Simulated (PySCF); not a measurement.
SMILES c1cc(ccc1OC)C=C (C9H10O) at its GFN2-xTB optimised geometry (Å):

```
20

C      1.0095     3.5645    -0.0318
C      1.4579     2.3147    -0.0030
C      0.6582     1.0979     0.0000
C      1.3028    -0.1375     0.0032
C      0.6007    -1.3285     0.0041
C     -0.7895    -1.3113     0.0032
O     -1.5883    -2.4144     0.0040
C     -0.9823    -3.6834     0.0039
C     -1.4494    -0.0800     0.0018
C     -0.7398     1.0979     0.0000
H     -0.0386     3.8082    -0.0572
H      1.6865     4.4014    -0.0320
H      2.5283     2.1458     0.0189
H      2.3836    -0.1701     0.0041
H      1.1466    -2.2592     0.0057
H     -0.3691    -3.8366    -0.8903
H     -0.3671    -3.8360     0.8968
H     -1.8009    -4.4014     0.0051
H     -2.5283    -0.0807     0.0022
H     -1.2784     2.0324     0.0000
```

Computed with PBE0/def2-SVP run with PySCF 2.14.0. Cells within 0.4 Å of a nucleus heavier than hydrogen are left out (blank, or x).

Map of the electrostatic potential (hartree/e), clipped to [-0.08, 0.12] on the plane z = 0.0 Å:

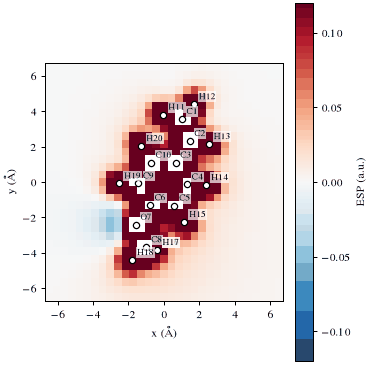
Figure. Electrostatic potential (hartree/e), clipped to [-0.08, 0.12] on the plane z = 0.0 Å.
